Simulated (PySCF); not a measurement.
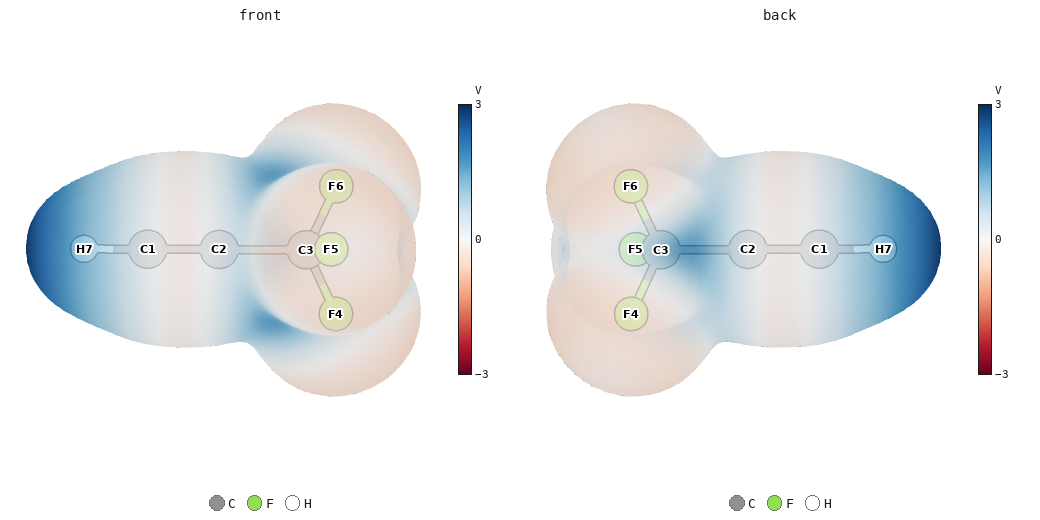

Figure. C₃HF₃ (SMILES C#CC(F)(F)F). The electrostatic potential painted on the density surface at 0.004 e/bohr³, seen from the front and from behind; red is negative and blue positive.

Geometry: PBE0-D3(BJ)/def2-SVP.

Computed with PBE0/pcSseg-1, SCF density, gas phase, non-relativistic in PySCF 2.14.0.

```xyz
7

C     1.6287    0.5679   -0.2285
C     0.5164    0.1654    0.0104
C    -0.8381   -0.3221    0.3017
F    -1.0688   -1.4844   -0.3060
F    -1.7566    0.5466   -0.1154
F    -1.0100   -0.5026    1.6096
H     2.6202    0.9271   -0.4408
```

### Describe the electrostatic potential map.

The most negative region (about −0.5 V) lies over F4, F5 and F6, the most positive (about +2.8 V) over H7.
